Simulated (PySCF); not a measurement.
# BHLYP/def2-TZVP run of AlH3S (SMILES [AlH2][SH])

Aim: the energy change on altering one bond length of AlH3S at BHLYP/def2-TZVP, from 2 runs. 

The calculation is run with PySCF 2.14.0.

1 further run of the same task is left out (set aside as unsound or not needed).

## Step 1: Starting point

AlH3S: 5 atoms, total charge 0, spin state singlet. As SMILES, `[AlH2][SH]`. The shape is that of a PBE0-D4/def2-TZVP optimisation.

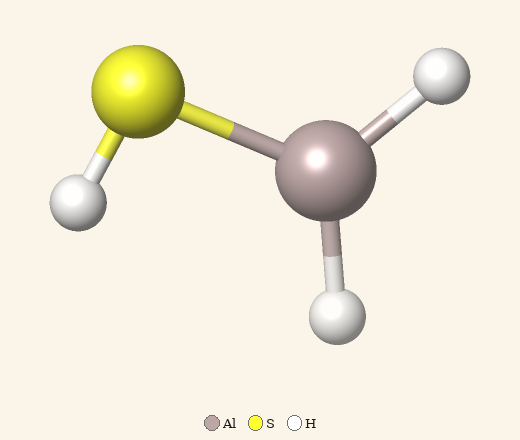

The structure, seen from a chosen angle (aluminium light grey, sulfur yellow, hydrogen white).

## Step 2: The energy at BHLYP/def2-TZVP

Contents of input.py:

```python
# [AlH2][SH]
from pyscf import gto, dft

system = gto.Mole()
system.atom = '''
Al    -0.616100    -0.064200    -0.181700
S      1.129100    -0.343100     1.096600
H     -1.981700    -0.650100     0.351100
H     -0.441100     0.696000    -1.556400
H      1.959700     0.287800     0.249000
'''
system.verbose = 3
system.basis = 'def2-tzvp'
system.max_memory = 1860
system.build()

myscf = dft.RKS(system)
myscf.xc = 'bhandhlyp'
myscf.conv_tol = 1e-10
myscf.grids.level = 5
myscf.kernel()
if not myscf.converged:
    myscf = myscf.newton().run(myscf.mo_coeff, myscf.mo_occ)

e_final = myscf.e_tot
print(f'total energy: {e_final:.8f} hartree')
```

The run is started by

```
OMP_NUM_THREADS=1 python input.py
```

The log of the run:

```text
converged SCF energy = -642.469608630169
total energy: -642.46960863 hartree
```

Run time: 8.7 s. Hardware: 1 thread of Arm Neoverse V2, shared host; peak memory 0.44 GiB.

## Step 3: The distorted shape

Contents of calc.py:

```python
from pyscf import gto, dft

mol = gto.M(
    atom='''
Al       1.022579       0.638862      -0.821044
S        2.767779       0.359962       0.457256
H       -1.981700      -0.650100       0.351100
H        1.197579       1.399062      -2.195744
H        3.598379       0.990862      -0.390344
''',
    verbose=3,
    max_memory=1860,
    spin=0,
    basis='def2-tzvp',
)

mf = dft.RKS(mol, xc='bhandhlyp')
mf.conv_tol = 1e-10
mf.grids.level = 5
mf.kernel()
if not mf.converged:
    mf = mf.newton().run(mf.mo_coeff, mf.mo_occ)

e_final = mf.e_tot
print('E = %.10f Eh' % e_final)
```

The run is started by

```
OMP_NUM_THREADS=1 python calc.py
```

The log of the run:

```text
converged SCF energy = -642.305771969183
E = -642.3057719692 Eh
```

Run time: 10 s. Hardware: 1 thread of Arm Neoverse V2, shared host; peak memory 0.45 GiB.

## Step 4: Summary of results

Level: BHLYP/def2-TZVP.

| quantity | value |
| --- | --- |
| first shape: total energy | -642.46961 Eh |
| first shape: dipole moment | 1.04 D |
| first shape: HOMO energy | -8.86 eV |
| first shape: LUMO energy | -0.64 eV |
| first shape: HOMO–LUMO gap | 8.22 eV |
| distorted shape: total energy | -642.30577 Eh |
| distorted shape: dipole moment | 4.29 D |
| distorted shape: HOMO energy | -6.79 eV |
| distorted shape: LUMO energy | -2.89 eV |
| distorted shape: HOMO–LUMO gap | 3.90 eV |
| energy change with the Al1–H3 bond stretched from 1.579 to 3.473 Å | 4.458 eV |

**Reading.** One bond (distorted shape) is far stretched, which a spin-restricted single reference describes badly; a broken-symmetry solution may lie lower. With the Al1–H3 bond stretched from 1.579 to 3.473 Å the energy rises by 4.46 eV (430 kJ/mol). The first shape isn't relaxed at this level, so the change isn't measured from a minimum. A restricted reference can't describe the breaking bond well at this length. Mulliken charges (first shape) run from -0.34 on S2 to +0.42 on Al1; they depend strongly on the basis. Mulliken charges (distorted shape) run from -0.27 on S2 to +0.39 on Al1; they depend strongly on the basis.
